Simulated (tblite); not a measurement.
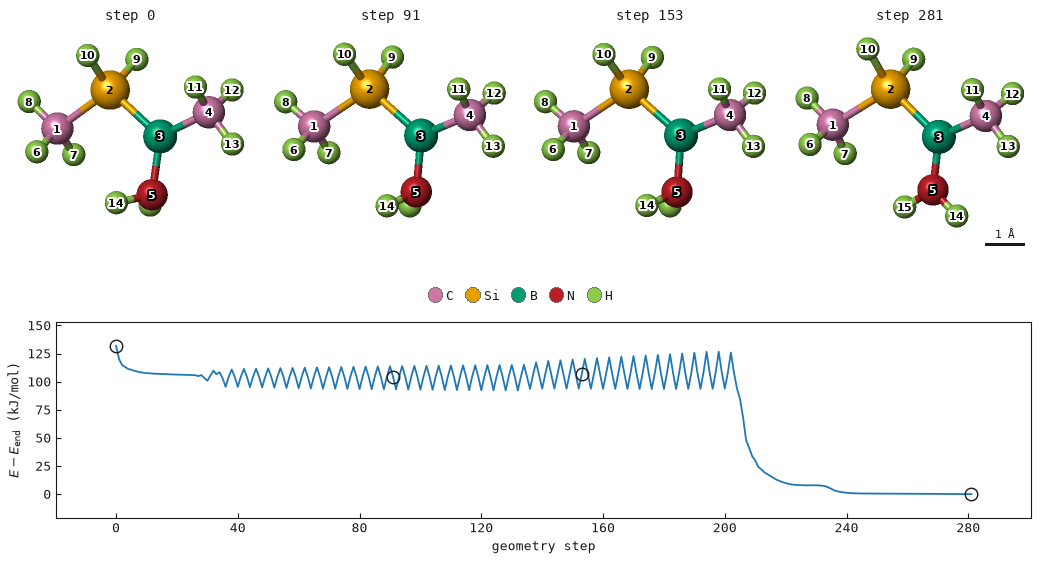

Frames of a relaxation of C2H10BNSi, marked on the history of the run. The picture is a ball-and-stick view, seen at a tilt.

Theory: GFN2-xTB geometry optimisation, gas phase (tblite). 

Q: Describe the path.

A: H14 moves most after the best rigid fit: 1.60 Å. By element the largest moves are H 1.60 Å, N 0.17 Å, C 0.16 Å, Si 0.07 Å, B 0.05 Å. Near-neighbour distances that change, for instance: B3–N5 1.523 → 1.383 Å, C1–Si2 1.859 → 1.912 Å, N5–H15 1.048 → 1.007 Å, C1–H8 1.116 → 1.085 Å. Among the angles between lasting bonds that change: B3–N5–H15 106.8° → 124.0°, B3–N5–H14 107.7° → 123.7°, H9–Si2–H10 109.8° → 103.8°. Over 281 geometry steps the energy falls by 131.9 kJ/mol. Cost: 1.7 s on 1 thread of Arm Neoverse V1, on a shared host. From step 0 to 91: H14 moves most (0.34 Å), energy −27.5 kJ/mol. From step 91 to 153: N and H atoms move most (0.02 Å), energy +2.36 kJ/mol. From step 153 to 281: H14 moves most (1.34 Å), energy −106.8 kJ/mol.

```
step  E − E(0), kJ/mol
   0              0.00
   1            -11.94
   2            -17.15
   3            -18.95
   4            -20.66
   5            -21.33
   6            -22.26
   7            -22.97
   8            -23.59
   9            -23.99
  10            -24.28
  24            -25.93
  39            -27.68
  53            -27.52
  67            -27.56
  81            -27.46
  96            -38.96
 110            -17.56
 124            -39.64
 138            -14.76
 153            -25.14
 167            -24.74
 181            -24.25
 195            -23.73
 210           -102.06
 224           -123.84
 238           -130.00
 252           -131.50
 267           -131.69
 281           -131.92
```
